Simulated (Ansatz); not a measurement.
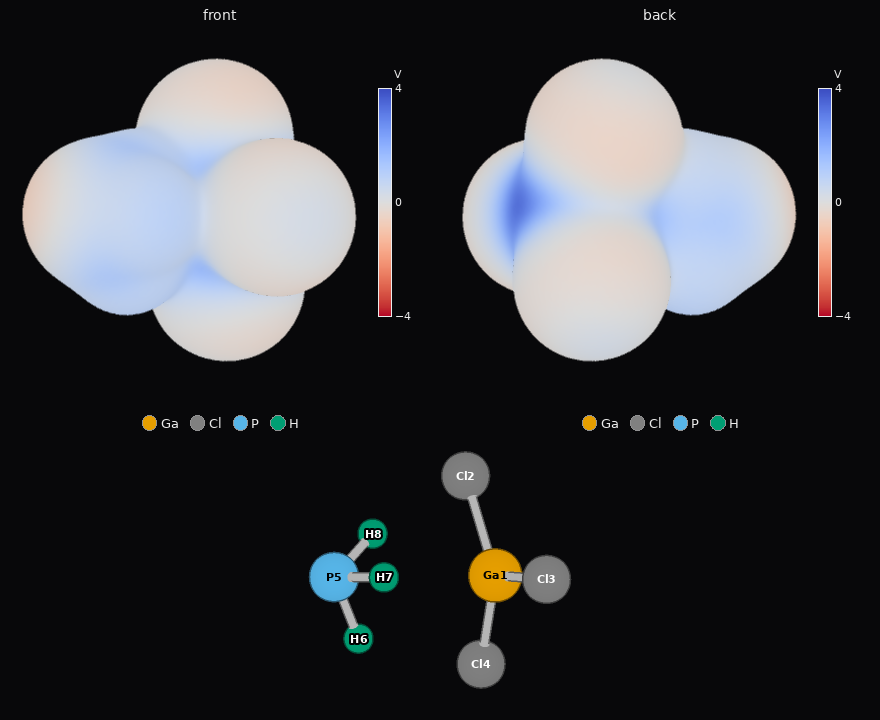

Figure. Cl$_{3}$Ga···PH$_{3}$. The molecular electrostatic potential painted on the density surface at 0.002 e/bohr³, seen from the front and from behind; red is negative and blue positive. The bare structure is drawn below in the same view.

Not at a stationary point (largest force 1.1 eV/Å).

Level of theory: RKS PBE0-D4/def2-SVP (Ansatz 0.2.0).

Input file:

```
crystal:
  periodic: [false, false, false]
  atoms:
    - { symbol: Ga, position_ang: [0.0, 0.0, 0.0] }
    - { symbol: Cl, position_ang: [0.0, 0.0, 2.59] }
    - { symbol: Cl, position_ang: [1.9398, 0.0, -1.12] }
    - { symbol: Cl, position_ang: [-1.9398, 0.0, -1.12] }
    - { symbol: P, position_ang: [0.1083, -2.4555, 0.8167] }
    - { symbol: H, position_ang: [-0.6601, -3.2775, -0.0496] }
    - { symbol: H, position_ang: [1.4579, -2.897, 0.8134] }
    - { symbol: H, position_ang: [0.0645, -1.464, 2.0875] }
basis:
  gaussian: { orbitals: def2-SVP }
hamiltonian:
  xc: pbe0
  dispersion: d4
relax:
  f_tol: 0.15
  max_steps: 25
  restrain:
    - { distance: [0, 4], at: 3.49, k: 30.0 }
    - { distance: [7, 1], at: 2.57, k: 30.0 }
    - { distance: [0, 1], at: 2.24, k: 30.0 }
    - { distance: [7, 4], at: 1.42, k: 30.0 }
output:
  orbitals: {}
```

Run with:

```sh
ansatz run input.yaml --threads 4 --pin off --max-ram 5120MiB --backend cpu --events-out ev --progress --plain --runs-dir out
```

The fields are those of the run's last geometry, not of the input's.

**Where is the surface potential most negative and most positive?**

The most negative region (about −0.5 V) lies over P5, the most positive (about +2.9 V) over Ga1.
